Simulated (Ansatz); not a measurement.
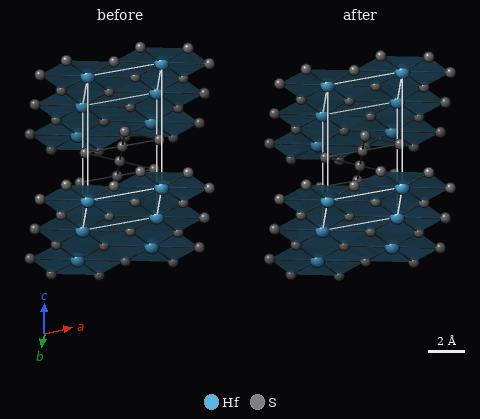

The structure of solid HfS₅ (a generated structure, set up in P6/mmm) (coarse preliminary run) before (left) and after (right) a relaxation, at one scale.

A polyhedral model of the cell of the calculation, repeated 1 × 2 × 1 with one cell outlined, seen from a free direction.

Computed with DFT PBE, scalar-relativistic, plane waves, PAW (Ansatz).

Input
```yaml
crystal:
  lattice:
    - [4.6146958803, 0.0, 0.0]
    - [-2.3073479401, 3.9964438631, 0.0]
    - [0.0, 0.0, 7.4275995747]
  atoms:
    - { symbol: Hf, position: [0.0, 0.0, 0.0] }
    - { symbol: S, position: [0.5, 0.0, 0.5] }
    - { symbol: S, position: [0.5, 0.5, 0.5] }
    - { symbol: S, position: [0.0, 0.5, 0.5] }
    - { symbol: S, position: [0.3333333333, 0.6666666667, 0.0] }
    - { symbol: S, position: [0.6666666667, 0.3333333333, 0.0] }
basis:
  ecutwfc: 420
kpoints:
  mp_grid: { grid: [6, 6, 4] }
hamiltonian:
  xc: pbe
scf:
  occupations: { method: gaussian, width: 0.1 }
  lower_state_search: "off"
output:
  forces: true
  stress: true
  eigenvalues: true
relax:
  adjacent_minimum: "off"
  f_tol: 0.04
  max_steps: 70
  cell: { stress_tol: 0.4 }
```

Command:
```bash
ansatz run input.yaml --threads 1 --pin off --max-ram 2560MiB --backend cpu --events-out ev --progress --plain --runs-dir out
```

Describe what moved and what it gained.

After 3 accepted moves (4 points after the start) the energy has fallen by 70.2 meV per cell of the calculation. All forces vanish by symmetry, so only the cell relaxes. The pressure goes from 1.46 to 0.01 GPa. At 1 point the geometry stayed and the basis and grid were re-selected for the new cell (energy shift of 0.4 meV per cell of the calculation at most each time). The atoms keep their places relative to the cell (all moves are under 0.005 Å). The drawn cell changes as follows: a = b 4.615 → 4.651 Å (+0.8 %), c 7.428 → 6.897 Å (−7.1 %); the volume changes by −5.7 %. Near-neighbour distances that change, for instance: Hf1–S5 2.664 → 2.685 Å, S2–S3 2.307 → 2.325 Å. The space group stays P6/mmm (No. 191).

Limits of the set-up: layers or molecules are held without a dispersion correction, so their spacing is unreliable.
